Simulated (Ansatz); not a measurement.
**GaH$_{3}$NSi$_{2}$ (SMILES [NH]1[Si][SiH2][Ga]1) (doublet): density, localisation and related maps**

```yaml
atoms:
  - { symbol: Ga, position_ang: [-2.7371, -0.5320, -1.0111] }
  - { symbol: N, position_ang: [-2.9579, 1.2519, -0.2316] }
  - { symbol: Si, position_ang: [-1.6396, 1.6467, 0.7858] }
  - { symbol: Si, position_ang: [-0.9127, -0.6693, 0.7718] }
  - { symbol: H, position_ang: [-3.6556, 1.9462, -0.4964] }
  - { symbol: H, position_ang: [0.5325, -1.0068, 0.5586] }
  - { symbol: H, position_ang: [-1.3664, -1.3915, 2.0089] }
```

Geometry: PBE0-D3(BJ)/def2-SVP.

Computed with isolated molecule in a Gaussian basis; Kohn-Sham density functional theory, functional PBE0 in Ansatz 0.2.0.

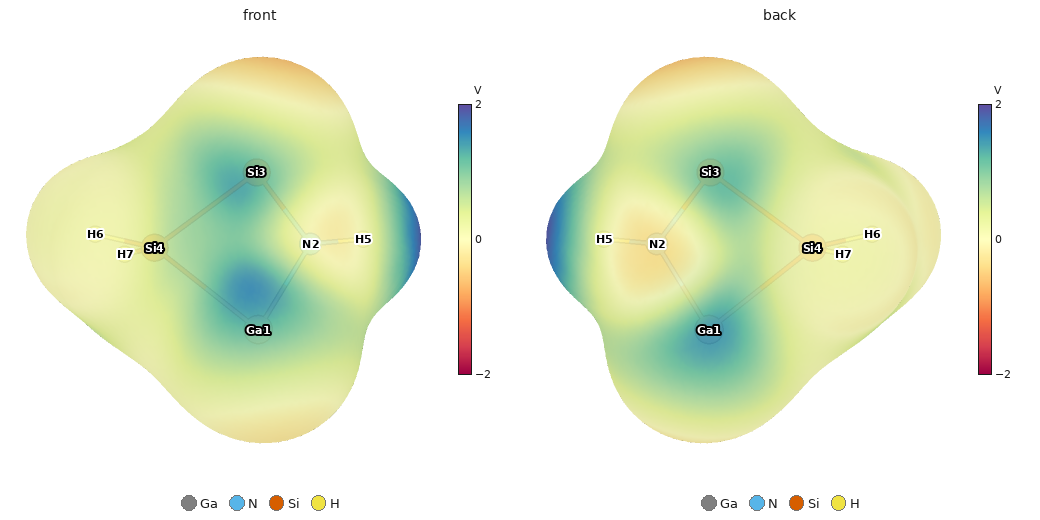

Figure 1. The electrostatic potential painted on the density surface at 0.002 e/bohr³, seen from the front and from behind; the colour scale runs from red (negative) to blue (positive).

**Describe the electrostatic potential map.**

The most negative region (about −0.6 V, or −14 kcal/mol for a unit charge) lies over Si3, the most positive (about +1.8 V, or +42 kcal/mol for a unit charge) over H5.

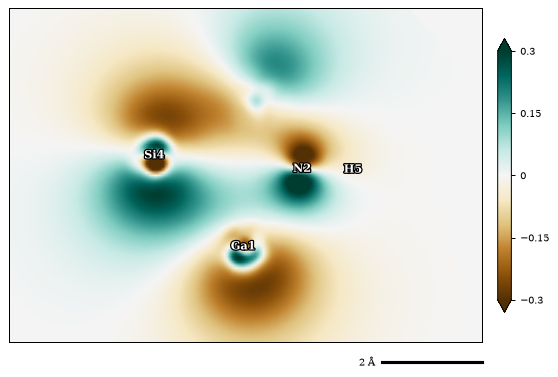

Figure 2. The HOMO (α) on the plane of atoms N2, Ga1 and Si4 (values in Å⁻³ᐟ²; the overall sign is arbitrary).

**Where does this orbital lie, and at what energy?**

By Hirshfeld shares it lies mainly on Ga1 (about 35 %), Si4 (about 30 %), Si3 (about 25 %) and N2 (about 5 %). Its energy is −5.01 eV.

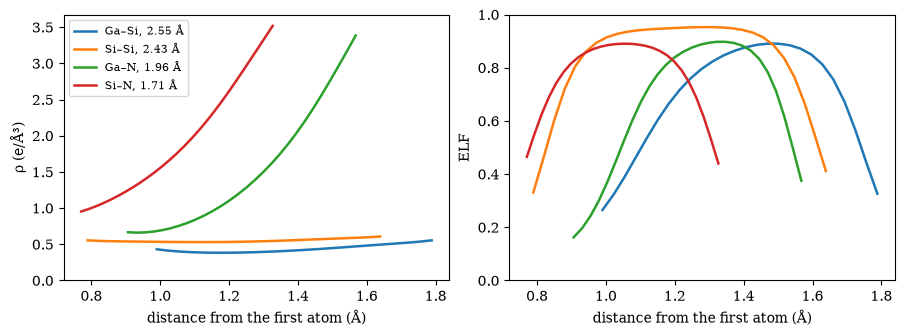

Figure 3. Total electron density and ELF along straight lines between neighbouring atoms. The curves leave out the atomic cores.

**What can be read from the curves?**

Ga–Si (2.55 Å): ρ is about 0.39 e/Å³ halfway; the ELF peaks at about 0.90 between the atoms, as expected for a covalent bond.
Si–Si (2.43 Å): ρ at the midpoint is about 0.53 e/Å³; the ELF peaks at about 0.95 between the atoms; a covalent bond.
Ga–N (1.96 Å): the density is about 0.68 e/Å³ at the midpoint; the ELF peaks at about 0.90 in the valence shell of N, 0.6 Å from its nucleus, and is about 0.30 at the midpoint.
Si–N (1.71 Å): the density is about 1.1 e/Å³ at the midpoint; the ELF peaks at about 0.90 between the atoms: a polar covalent bond.
